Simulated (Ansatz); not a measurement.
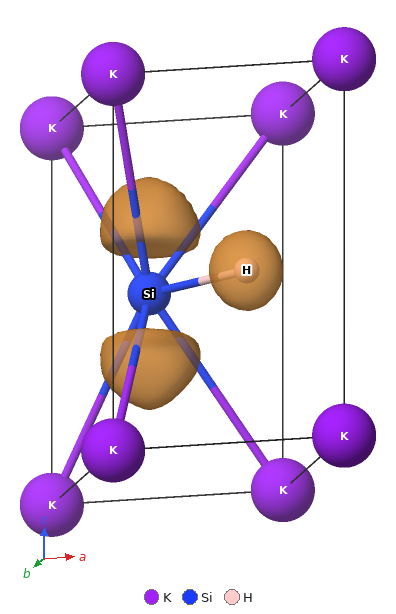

Figure. KSiH. Isosurface of the ELF at 0.85 (orange), seen at an oblique angle. Core shells and regions of very low density are left out. Sticks mark near contacts.

Space group P-6m2; a structure generated by program, which may or may not match a known phase.

These are results of Ansatz 0.2.0, DFT PBE, scalar-relativistic, plane waves, PAW, not measurements.

Question: Where are the electrons localised?

Answer: At this value the surface marks out one region around a hydrogen nucleus and two regions wrapped around Si (the valence shell of each), counted in one cell of 3 atoms. Any copies at cell faces, edges or corners count once.

Values along the shortest contacts:
Si–H (2.00 Å): the ELF climbs to about 1 towards the hydrogen, as it does in any bond to H. K–Si (3.44 Å): the ELF peaks at about 0.90 in the valence shell of Si, 1.0 Å from its nucleus, and drops to about 0.05 between the two atoms.
